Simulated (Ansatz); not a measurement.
The starting structures come from a database of crystals and need not be the phases stable at ambient conditions.

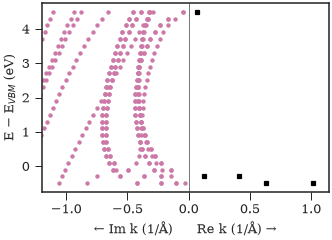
Figure. Complex bands at the centre of the two-dimensional zone; PBEsol run with Ansatz (an electronic-structure program)

No gap correction and no spin-orbit coupling; mid-gap is the computed energy nearest the middle.

This is Mg(AlH₄)₂ (P-3m1, 11 atoms a cell, 12.1 Å³ an atom) along the normal of (110). Read off the slowest decay at the centre of the two-dimensional zone at 2.10 eV, the computed energy nearest the middle of the gap.

κ ≈ 0.36 1/Å, a decay length 1/(2κ) of the density of 1.4 Å.
